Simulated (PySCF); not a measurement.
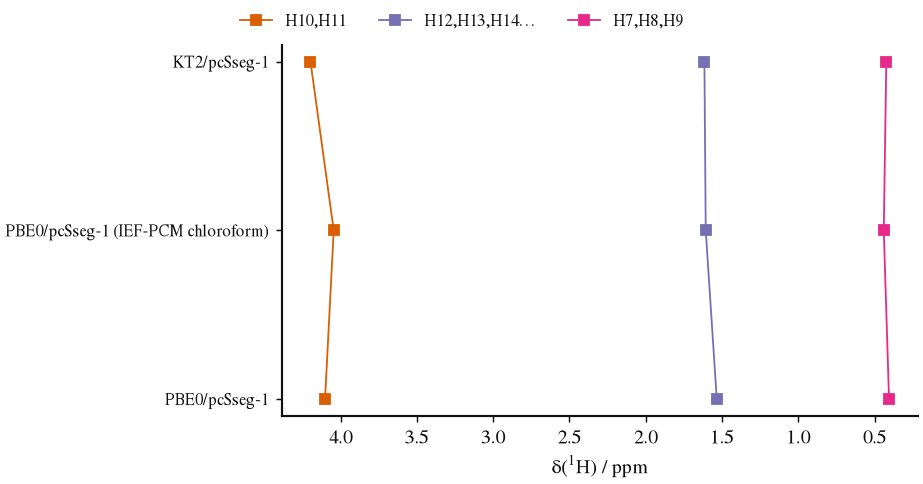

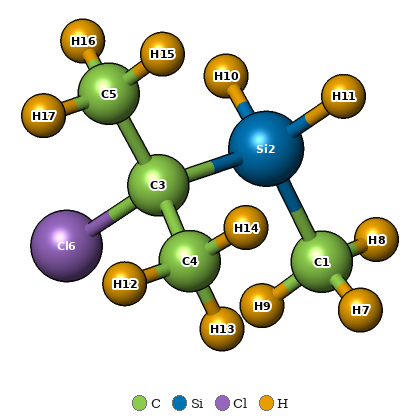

GIAO ¹H shifts of C₄H₁₁ClSi, SMILES C[SiH2]C(C)(C)Cl at several levels, one geometry, PySCF 2.14.0, at a PBE0-D3(BJ)/def2-SVP geometry (no frequency check); values of one conformer, averaged over nuclei that symmetry or rotation about single bonds exchange, these motions taken as fast; other conformers aren't averaged in; each against TMS at the same level.

### Which of the plotted signals depends most on the level, and by how much?

That of H10 and H11: from 4.04 ppm (PBE0/pcSseg-1 (IEF-PCM chloroform)) to 4.20 ppm (KT2/pcSseg-1), a spread of 0.15 ppm. The steadiest, H7, H8 and H9, moves by 0.03 ppm.

### Do all levels give the signals in the same order?

Yes, the order of the signals is the same at every level.
